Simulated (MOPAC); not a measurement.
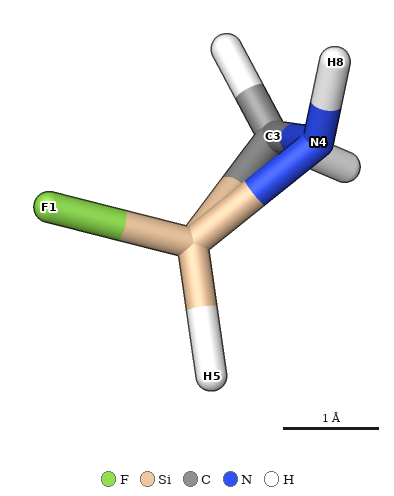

*The structure (stick view, seen at a tilt; atoms are numbered from 1 in the order of the input).*

Bond lengths as drawn: C–H 1.08 Å, C–N 1.50 Å, C–Si 1.86 Å, F–Si 1.62 Å, H–N 1.01 Å, H–Si 1.43 Å and N–Si 1.71 Å.

## Run report: CH4FNSi, property calculation

CH4FNSi, SMILES F[SiH]1CN1, set up with MNDOD, closed shell, COSMO solvent chloroform (MOPAC 23.2.5).

The geometry comes from this level: GFN2-xTB.

### The input (calc.mop)
```
MNDOD MULLIK BONDS 1SCF AM1 LOCALIZE EPS=4.71 ITRY=59 THREADS=1 AUX(PRECISION=6)
CH4FNSi
F[SiH]1CN1
F     0.000000  0    0.000000  0    0.000000  0   0   0   0
Si    1.615225  1    0.000000  0    0.000000  0   1   0   0
C     1.859807  1  117.373770  1    0.000000  0   2   1   0
N     1.496907  1   60.029790  1  111.011920  1   3   2   1
H     1.431502  1  108.036140  1  143.388180  1   2   1   4
H     1.083069  1  112.556330  1 -117.444990  1   3   4   2
H     1.084269  1  112.201550  1  134.483860  1   3   6   4
H     1.006628  1  120.219270  1  109.702770  1   4   3   6
```

Command:
```bash
mopac calc.mop
```

### The program's output
```
MOPAC v23.2.5
AM1 CALCULATION RESULTS

 *  AM1        - The AM1 Hamiltonian to be used
 *  MNDOD      - The MNDOD Hamiltonian to be used
 *  EPS=4.71   - USE COSMO IMPLICIT SOLVATION MODEL
 *  1SCF       - DO 1 SCF AND THEN STOP
 *  THREADS=1  - MULTI-THREADING NOT USED
 *  ITRY=      - DO A MAXIMUM OF    59 ITERATIONS FOR SCF
 *  AUX        - OUTPUT AUXILIARY INFORMATION
 *  BONDS      - FINAL BOND-ORDER MATRIX TO BE PRINTED
 *  LOCALIZE   - LOCALIZED ORBITALS TO BE PRINTED
 *  MULLIK     - THE MULLIKEN ANALYSIS TO BE PERFORMED

           ONLY ONE OF MNDO, MNDOD, AM1, PM3, RM1, PM6, PM7, PM8, AND INDO ALLOWED

          IMPOSSIBLE OPTION REQUESTED
 *
 *  Errors detected in keywords.  Job stopped here to avoid wasting time.
 *

 *                                                                            *
 *     Error and normal termination messages reported in this calculation     *
 *                                                                            *
 * IMPOSSIBLE OPTION REQUESTED                                                *
 * JOB ENDED NORMALLY                                                         *
 *                                                                            *

 TOTAL JOB TIME:             0.00 SECONDS

 == MOPAC DONE ==
```

### Outcome

```json
{"quantity": "outcome", "value": "refused by the program"}
{"quantity": "hardware", "value": "1 thread of Arm Neoverse N1, 98 GiB of memory available, shared host"}
```

Some settings of this run were drawn to be unusual or wrong. The program refused the input: “IMPOSSIBLE OPTION REQUESTED”
